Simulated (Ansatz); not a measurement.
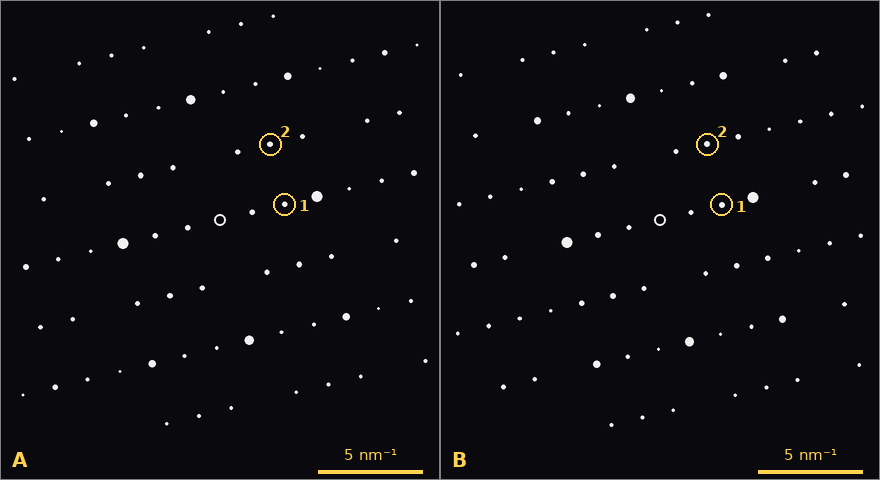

Kinematic electron diffraction patterns (120 kV, B = 0.5 Å², same scale) along [100] of the run's own cell, for the start and the end of one relaxation of Si2B with Ansatz, DFT PBE, scalar-relativistic, plane waves, PAW. k mesh 12×12×6. The start is a generated model structure, and the relaxation ends in the nearest stationary point of its symmetry, not necessarily the ground state. Spot 1 is 0 0 -2 and spot 2 is 0 1 -2 in both.

Start structure:

```
CELL_PARAMETERS angstrom
3.33460 0.00000 0.00000
0.00000 3.33460 0.00000
0.00000 0.00000 6.19259
ATOMIC_POSITIONS crystal
Si 0.00000 0.00000 0.00000
Si 0.50000 0.50000 0.00000
Si 0.50000 0.00000 0.64550
Si 0.00000 0.50000 0.35450
B 0.50000 0.00000 0.31054
B 0.00000 0.50000 0.68946
```

Q: Which pattern belongs to the start structure, and which to the relaxed one?

A: A is the start: its cell gives d(1) = 3.096 Å, d(2) = 2.269 Å and an angle of 42.9°. B is the relaxed structure, with d(1) = 3.231 Å (+4.4 %), d(2) = 2.306 Å (+1.6 %) and 44.5°.

Q: Name reflections whose intensity changes strongly on relaxation.

A: 0 0 2 goes from 5.9 to 10 % of the strongest spot.

Q: Summarise the relaxation behind the change.

A: The volume changed by +1.6 % to 11.67 Å³ an atom; with the mean shift removed, the atoms moved by up to 0.05 Å relative to the cell (Si most); the space group stayed P4/nmm (No. 129); the free energy fell by 12 meV an atom. Relaxed cell: a = 3.291 Å, b = 3.291 Å, c = 6.462 Å, α = 90.00°, β = 90.00°, γ = 90.00°.
